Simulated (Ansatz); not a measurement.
Consider BaPdO3 (cubic perovskite) (Pm-3m).

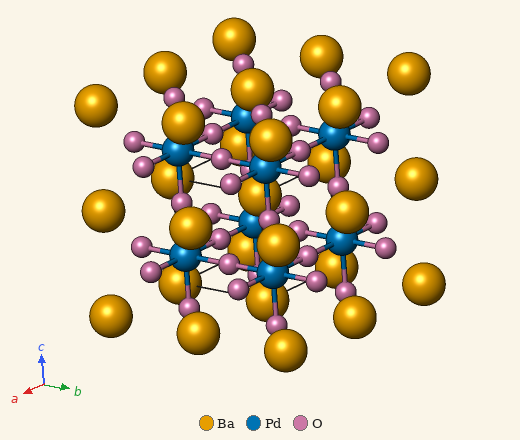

The structure (barium orange, palladium blue, oxygen pink). 2×2×2 cells are drawn. Some periodic images of atoms are drawn too.

The structure was built from a prototype and need not be the compound's stable phase.

```
Ba Pd O
1.0
     0.00000    0.00000   -3.98521
     0.00000   -3.98521    0.00000
    -3.98521    0.00000    0.00000
Ba Pd O
1 1 3
Direct
  0.00000 0.00000 0.00000
  0.50000 0.50000 0.50000
  0.50000 0.50000 0.00000
  0.50000 0.00000 0.50000
  0.00000 0.50000 0.50000
```

The structure was relaxed with LDA. The structure type comes from a generator and need not be one that this composition takes. The structure was generated from a model, not taken from a measurement. The runs that relaxed it are not among those shown. The program's search for lower electronic states was switched off, so nothing shows that the state found is the lowest. Spin-orbit coupling is left out unless a run names it. PAW set soft_2, made with PBE.

A constrained-RPA run (Ansatz 0.2.0; non-magnetic LDA; Pd d + anion p, bands v12 to c2, 4×4×4 mesh, medium accuracy) builds 14 functions on bands 12 eV wide, with 24.0 electrons in the window. The bare on-site interaction is 18.6 eV and the bare J 0.72 eV.

Question: What U and J survive the screening?

On the Pd d shell, U = 8.13 eV (44 % of the bare value), U′ = 7.01 eV, J = 0.56 eV.

The parent state is non-magnetic and the interaction static (zero frequency); U depends on the window and the orbitals, so it belongs to this model alone. A window that holds the anion p bands defines a model with explicit ligands; its U belongs to that model and is not the U of DFT+U.

[Paths, hosts, dates, memory and timing lines, banners, echoed tables and standing remarks are left out of the program output.]

[Logs are printed without paths, hosts, clocks, repeated set-up lines and the standing remarks that a program may print on its own settings, such as how far it seeks lower states.]

[Runs of the session that timed out or met a known fault of the program may be left out.]

[Hosts, paths, dates, database ids (printed as entryN), source tags and the programs' standing remarks are cut or masked in the printed files.]
